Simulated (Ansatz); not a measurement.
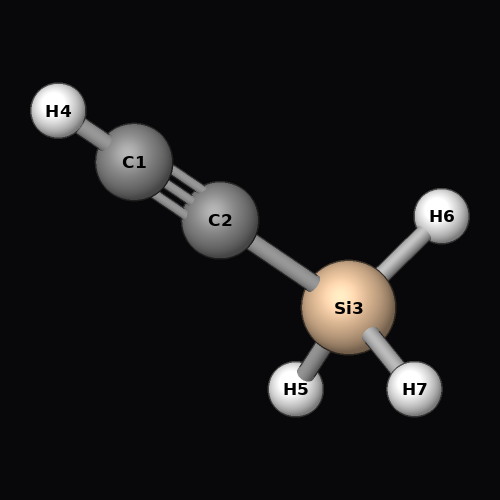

The questions are on Mulliken charges. The geometry was computed by an optimisation with PBE-D4/def2-SVP. No frequency run is at hand to confirm it as a minimum. Method: RKS PBE-D4/def2-SVP (Ansatz 0.2.0).

> Which atom carries the highest charge (most positive or least negative)?

Si3 (0.29 e).

> And the lowest?

C1 (−0.21 e).

Give the Mulliken charges atom by atom.

```json
{"atom": "C1", "value (e)": "−0.21"}
{"atom": "C2", "value (e)": "0.03"}
{"atom": "Si3", "value (e)": "0.29"}
{"atom": "H4", "value (e)": "0.03"}
{"atom": "H5", "value (e)": "−0.05"}
{"atom": "H6", "value (e)": "−0.05"}
{"atom": "H7", "value (e)": "−0.05"}
```

Mulliken values depend strongly on the basis set and can even reverse the polarity of a bond.
